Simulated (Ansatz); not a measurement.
Run report: CH9NSi, geometry relaxation (part 1 of 2)

- system: CH9NSi
- method: RKS B3LYP-D4/6-31G* (Ansatz 0.2.0)

The input holds or restrains some coordinates. It belongs to a series of runs on one base structure; here: pulled along the bonds that form and break, towards end A. Figures and captions count atoms from 1; the log counts them from 0 in places.

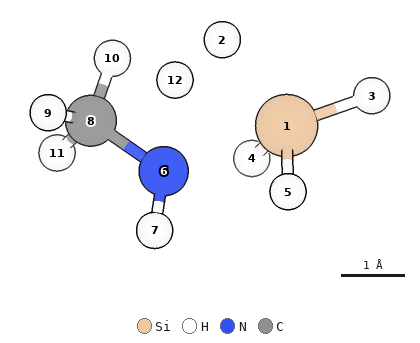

Figure 1. The starting structure (ball-and-stick view, seen at a tilt; atoms are numbered from 1 in the order of the input).

### Input file
```yaml
crystal:
  periodic: [false, false, false]
  atoms:
    - { symbol: Si, position_ang: [0.0, 0.0, 0.0] }
    - { symbol: H, position_ang: [0.0, 0.0, 1.81] }
    - { symbol: H, position_ang: [1.3768, 0.0, -0.4862] }
    - { symbol: H, position_ang: [-0.6877, 1.1914, -0.4862] }
    - { symbol: H, position_ang: [-0.6877, -1.1914, -0.4862] }
    - { symbol: "N", position_ang: [-2.0118, 0.0, 0.6685] }
    - { symbol: H, position_ang: [-2.7319, -0.6071, 0.1822] }
    - { symbol: C, position_ang: [-2.4083, 0.842, 1.8064] }
    - { symbol: H, position_ang: [-2.916, 0.2171, 2.5705] }
    - { symbol: H, position_ang: [-1.5064, 1.3108, 2.2524] }
    - { symbol: H, position_ang: [-3.1022, 1.6347, 1.4568] }
    - { symbol: H, position_ang: [-0.9927, 0.0, 1.7642] }
basis:
  gaussian: { orbitals: "6-31G*" }
hamiltonian:
  xc: b3lyp
  dispersion: d4
relax:
  f_tol: 0.15
  max_steps: 25
  restrain:
    - { distance: [0, 5], at: 3.02, k: 30.0 }
    - { distance: [11, 1], at: 1.86, k: 30.0 }
    - { distance: [0, 1], at: 1.46, k: 30.0 }
    - { distance: [11, 5], at: 1.06, k: 30.0 }
output:
  orbitals: {}
```

Launched with:
```bash
ansatz run input.yaml --threads 1 --pin off --max-ram 2048MiB --backend cpu --events-out ev --progress --plain --runs-dir out
```

### Log
```
The last accepted step is kept in [file] (removed where the run ends without a failure and the disk answers)
Engine: ansatz 0.2.0, aarch64-unknown-linux-gnu
Functional definition: B3LYP
  parameter a0 = 0.2
  parameter ax = 0.72
  parameter ac = 0.81
  exchange = (1 - a0 - ax)*slater_x + ax*b88_x + a0*exact_x
  correlation = (1 - ac)*vwn_rpa_c + ac*lyp_c
805 factors; integrals over basis functions are off by at most 7.5e-4 eV
mean field evaluation 1: about -10538.1263 eV, gradient 5.7e1 eV
mean field evaluation 2: about -10492.2135 eV, gradient 1.3e2 eV
mean field evaluation 4: about -10545.3692 eV, gradient 8.6e0 eV
mean field evaluation 8: about -10545.5581 eV, gradient 1.5e-1 eV
mean field -10545.55818003 eV, -387.5421150801 hartree, gradient 7.0e-5 eV, S^2 0.000000; 0 other end points of the search recorded, 0 dependent functions left out
the calculation of the forces begins
reference -10545.55840414 eV, -387.5421233160 hartree; 18, 18 occupied and 49, 49 virtual orbitals, 805 factors
relax step   1: F+E_penalty+E_count = -10545.90126689 eV  Δ(F+E_penalty+E_count) = +0.000e0 eV  max|allowed force component| = 2.961e0 eV/Å  E_restraint = 28.10053605 eV  max|allowed force component, restraints' pulls added| = 3.451e1 eV/Å  Δτ_max = 0.0000 Å  (24 SCF iters, accepted)
  distance Si 0 - N 5 = 2.1200 Å
  distance H 11 - H 1 = 0.9938 Å
  distance Si 0 - H 1 = 1.8100 Å
  distance H 11 - N 5 = 1.4964 Å
these checks for a lower state are left out or cut short: starts, cluster_reference, orbital_swaps, neighbouring_geometries, increment
805 factors; integrals over basis functions are off by at most 8.7e-4 eV
mean field evaluation 16: about -10544.9141 eV, gradient 1.3e1 eV
mean field -10546.00823000 eV, -387.5586541115 hartree, gradient 5.9e-5 eV, S^2 0.000000; 0 other end points of the search recorded, 0 dependent functions left out
[... from here on the field's lines of each further geometry are left out, up to the last ...]
relax step   2: F+E_penalty+E_count = -10546.31955905 eV  Δ(F+E_penalty+E_count) = -4.183e-1 eV  max|allowed force component| = 3.966e0 eV/Å  E_restraint = 13.10463714 eV  max|allowed force component, restraints' pulls added| = 2.288e1 eV/Å  Δτ_max = 0.1948 Å  (29 SCF iters, accepted)
relax step   3: F+E_penalty+E_count = -10547.01281792 eV  Δ(F+E_penalty+E_count) = -6.933e-1 eV  max|allowed force component| = 5.806e0 eV/Å  E_restraint = 4.65423657 eV  max|allowed force component, restraints' pulls added| = 1.045e1 eV/Å  Δτ_max = 0.1947 Å  (27 SCF iters, accepted)
relax step   4: F+E_penalty+E_count = -10548.28332054 eV  Δ(F+E_penalty+E_count) = -1.271e0 eV  max|allowed force component| = 5.251e0 eV/Å  E_restraint = 1.10634526 eV  max|allowed force component, restraints' pulls added| = 3.761e0 eV/Å  Δτ_max = 0.1947 Å  (25 SCF iters, accepted)
relax step   5: F+E_penalty+E_count = -10549.66470903 eV  Δ(F+E_penalty+E_count) = -1.381e0 eV  max|allowed force component| = 3.760e0 eV/Å  E_restraint = 0.20140724 eV  max|allowed force component, restraints' pulls added| = 1.850e0 eV/Å  Δτ_max = 0.1926 Å  (26 SCF iters, accepted)
relax step   6: F+E_penalty+E_count = -10550.45855118 eV  Δ(F+E_penalty+E_count) = -7.938e-1 eV  max|allowed force component| = 3.290e0 eV/Å  E_restraint = 0.03388595 eV  max|allowed force component, restraints' pulls added| = 2.325e0 eV/Å  Δτ_max = 0.1944 Å  (25 SCF iters, accepted)
relax step   7: F+E_penalty+E_count = -10550.80394290 eV  Δ(F+E_penalty+E_count) = -3.454e-1 eV  max|allowed force component| = 2.003e0 eV/Å  E_restraint = 0.01987813 eV  max|allowed force component, restraints' pulls added| = 9.921e-1 eV/Å  Δτ_max = 0.1995 Å  (26 SCF iters, accepted)
relax step   8: F+E_penalty+E_count = -10551.02432169 eV  Δ(F+E_penalty+E_count) = -2.204e-1 eV  max|allowed force component| = 1.070e0 eV/Å  E_restraint = 0.01755701 eV  max|allowed force component, restraints' pulls added| = 4.069e-1 eV/Å  Δτ_max = 0.2000 Å  (26 SCF iters, accepted)
relax step   9: F+E_penalty+E_count = -10551.07367025 eV  Δ(F+E_penalty+E_count) = -4.935e-2 eV  max|allowed force component| = 9.170e-1 eV/Å  E_restraint = 0.01207741 eV  max|allowed force component, restraints' pulls added| = 2.074e-1 eV/Å  Δτ_max = 0.2000 Å  (25 SCF iters, accepted)
relax step  10: F+E_penalty+E_count = -10551.08915632 eV  Δ(F+E_penalty+E_count) = -1.549e-2 eV  max|allowed force component| = 8.726e-1 eV/Å  E_restraint = 0.01212561 eV  max|allowed force component, restraints' pulls added| = 8.458e-2 eV/Å  Δτ_max = 0.1466 Å  (22 SCF iters, accepted)
relax step  11: F+E_penalty+E_count = -10551.09646664 eV  Δ(F+E_penalty+E_count) = -7.310e-3 eV  max|allowed force component| = 8.558e-1 eV/Å  E_restraint = 0.02645242 eV  max|allowed force component, restraints' pulls added| = 5.368e-1 eV/Å  Δτ_max = 0.1953 Å  (25 SCF iters, rejected (line search))
the calculation of the forces begins
reference -10550.83674555 eV, -387.7360987850 hartree; 18, 18 occupied and 49, 49 virtual orbitals, 805 factors
relax step  12: F+E_penalty+E_count = -10551.09436705 eV  Δ(F+E_penalty+E_count) = -5.211e-3 eV  max|allowed force component| = 8.377e-1 eV/Å  E_restraint = 0.01182258 eV  max|allowed force component, restraints' pulls added| = 1.253e-1 eV/Å  Δτ_max = 0.0946 Å  (23 SCF iters, accepted)
  distance Si 0 - N 5 = 3.0220 Å
  distance H 11 - H 1 = 1.8711 Å
  distance Si 0 - H 1 = 1.4720 Å
  distance H 11 - N 5 = 1.0373 Å
805 factors; integrals over basis functions are off by at most 7.8e-4 eV
mean field evaluation 96: about -10550.8361 eV, gradient 4.3e-1 eV
```

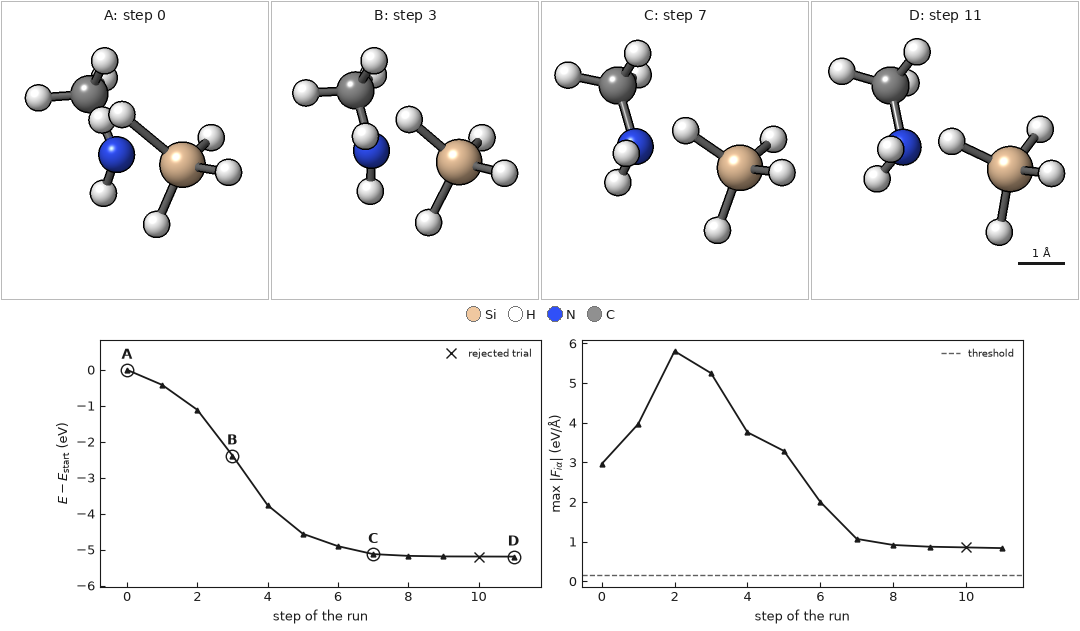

Figure 2. Frames of the restrained relaxation (ball-and-stick view, seen at an oblique angle) above the curves, on which the letters mark them (the first geometry is step 0 here and step 1 in the log).

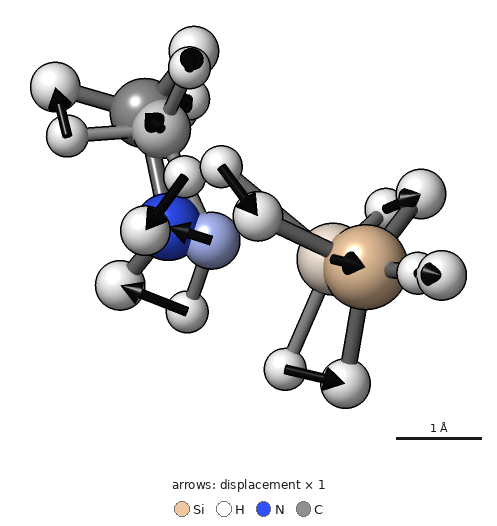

Figure 3. Start (faint) and end (solid) with the displacements as black arrows, at true length (ball-and-stick view, seen at an oblique angle). The two geometries are laid on each other by the best rigid fit. H7 moves most after the best rigid fit: 0.85 Å. Largest moves by element: H 0.85 Å, N 0.54 Å, Si 0.50 Å, C 0.38 Å. Distances before and after: N6–H12 1.496 → 1.037 Å, Si1–H2 1.810 → 1.472 Å, N6–H7 1.060 → 1.018 Å, Si1–H3 1.460 → 1.494 Å. New bonds form: N6–H12 (1.50 → 1.04 Å). Among the angles that change: H7–N6–C8 120.0° → 110.2°, N6–C8–H9 109.5° → 115.2°, H4–Si1–H5 109.5° → 111.7°. The energy falls by 5.193 eV in 11 geometry steps. The largest force component goes from 3 to 0.84 eV/Å. The line search rejected the trial step at point 10 (counted from 0) and went back. (Atoms are counted from 1 in the order of the input.)

```
mean field -10550.83651311 eV, -387.7360902428 hartree, gradient 3.9e-5 eV, S^2 0.000000; 1 other end points of the search recorded, 0 dependent functions left out
the calculation of the forces begins
reference -10550.83674555 eV, -387.7360987850 hartree; 18, 18 occupied and 49, 49 virtual orbitals, 805 factors
Total energy: -10551.09459949 eV, -387.7455747426 hartree
Atom 0 at     0.452017     0.008865    -0.218697 Å, force    -0.027417     0.136633    -0.280882 eV/Å
Atom 1 at     0.268896    -0.340944     1.199405 Å, force     0.337351    -0.063566     0.208508 eV/Å
Atom 2 at     1.913275    -0.055192    -0.521891 Å, force    -0.017589     0.006435    -0.009308 eV/Å
Atom 3 at    -0.023003     1.394185    -0.474299 Å, force     0.040843    -0.070521    -0.007501 eV/Å
Atom 4 at    -0.245979    -0.978742    -1.083369 Å, force     0.033525     0.040089     0.024599 eV/Å
Atom 5 at    -2.260648    -0.108467     1.107934 Å, force     0.504356    -0.324254     0.418116 eV/Å
Atom 6 at    -3.028461    -0.747696     0.914754 Å, force    -0.039060    -0.036753    -0.008885 eV/Å
Atom 7 at    -2.718158     0.986191     1.971246 Å, force    -0.008316    -0.084214    -0.033064 eV/Å
Atom 8 at    -3.179791     0.671887     2.921275 Å, force    -0.013387    -0.006525     0.015189 eV/Å
Atom 9 at    -1.868857     1.631607     2.209871 Å, force     0.067911     0.029593    -0.011555 eV/Å
Atom 10 at    -3.446070     1.593240     1.425948 Å, force    -0.040506     0.027172    -0.026392 eV/Å
Atom 11 at    -1.531122    -0.657435     1.600224 Å, force    -0.837710     0.345912    -0.288825 eV/Å
Dipole moment:    -0.263691    -0.114733     0.281228 e Å
```

### Trajectory as extended XYZ (Å, eV, eV/Å), 12 frames, from step=1 to step=12
```
12
Properties=species:S:1:pos:R:3:forces:R:3 step=1 energy=-10545.90127
Si    0.0000    0.0000    0.0000   -2.9614   0.1824  -0.0084
H     0.0000    0.0000    1.8100    0.8071   0.0472  -0.7404
H     1.3768    0.0000   -0.4862    1.0772   0.0485   0.6588
H    -0.6877    1.1914   -0.4862    1.2418   0.9898  -0.7858
H    -0.6877   -1.1914   -0.4862    0.9558  -0.9927  -0.5836
N    -2.0118    0.0000    0.6685    0.5772  -0.0214   2.0680
H    -2.7319   -0.6071    0.1822    0.8715   0.6967   1.4910
C    -2.4083    0.8420    1.8064   -2.6465   0.1636  -1.1222
H    -2.9160    0.2171    2.5705    0.1082   0.6549   0.1826
H    -1.5064    1.3108    2.2524   -0.5180   0.2342   0.0842
H    -3.1022    1.6347    1.4568    0.1260   0.1928   0.6301
H    -0.9927    0.0000    1.7642    0.3610  -2.1960  -1.8742
12
Properties=species:S:1:pos:R:3:forces:R:3 step=2 energy=-10546.31956
Si    0.1111    0.0014    0.0151   -3.7656   0.2402   1.0786
H     0.1545    0.0002    1.7304    0.6078   0.0698  -1.7635
H     1.4083    0.0006   -0.4857    2.3864  -0.0245  -0.4033
H    -0.6659    1.1917   -0.4895    1.2830   0.1097  -0.1057
H    -0.6686   -1.1912   -0.4872    1.1244  -0.1179  -0.0176
N    -2.1085   -0.0103    0.7663    3.9661   0.0986   1.3558
H    -2.7402   -0.6061    0.1981    0.3794   0.0555   1.7423
C    -2.4434    0.8576    1.8211   -3.2511   1.0473   0.3456
H    -2.9204    0.2244    2.5790   -0.3594   0.9299   0.9124
H    -1.5153    1.3116    2.2514   -0.5594   0.2234  -0.0344
H    -3.1081    1.6434    1.4619   -0.4028   0.7394   0.6295
H    -1.1715   -0.0259    1.6914   -1.4088  -3.3714  -3.7397
```
